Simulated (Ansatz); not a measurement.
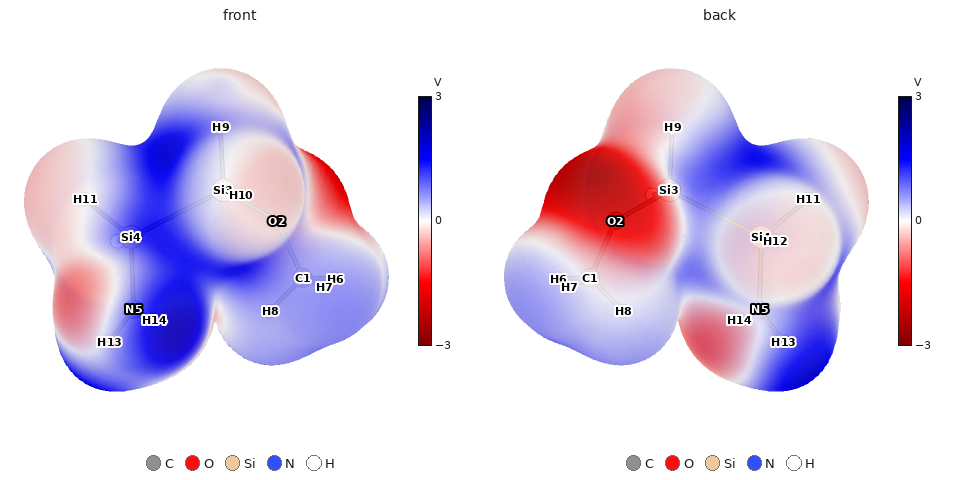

CH9NOSi2 (SMILES CO[SiH2][SiH2]N). The molecular electrostatic potential painted on the density surface at 0.002 e/bohr³, seen from the front and from behind; red is negative and blue positive.

Theory: RHF/6-31G in Ansatz 0.2.0.

```yaml
atoms:
  - { symbol: C, position_ang: [-0.8795, 2.0669, 0.5347] }
  - { symbol: O, position_ang: [0.1796, 1.3889, 1.1965] }
  - { symbol: Si, position_ang: [1.3246, 0.2482, 0.6356] }
  - { symbol: Si, position_ang: [0.2822, -1.7769, -0.0389] }
  - { symbol: N, position_ang: [-0.6621, -1.5070, -1.5109] }
  - { symbol: H, position_ang: [-1.3701, 2.6928, 1.2629] }
  - { symbol: H, position_ang: [-0.5002, 2.6902, -0.2684] }
  - { symbol: H, position_ang: [-1.5983, 1.3661, 0.1253] }
  - { symbol: H, position_ang: [2.2586, 0.0107, 1.7680] }
  - { symbol: H, position_ang: [2.0905, 0.8313, -0.5162] }
  - { symbol: H, position_ang: [1.3554, -2.8153, -0.1954] }
  - { symbol: H, position_ang: [-0.6533, -2.2697, 1.0149] }
  - { symbol: H, position_ang: [-1.4768, -2.0354, -1.7245] }
  - { symbol: H, position_ang: [-0.3635, -0.9202, -2.2550] }
```

Question: Where is the surface potential most negative and most positive?

Answer: The most negative region (about −2.4 V) lies over O2, the most positive (about +1.8 V) over Si3, H13 and H14. O2 is the likeliest acceptor of a hydrogen bond.
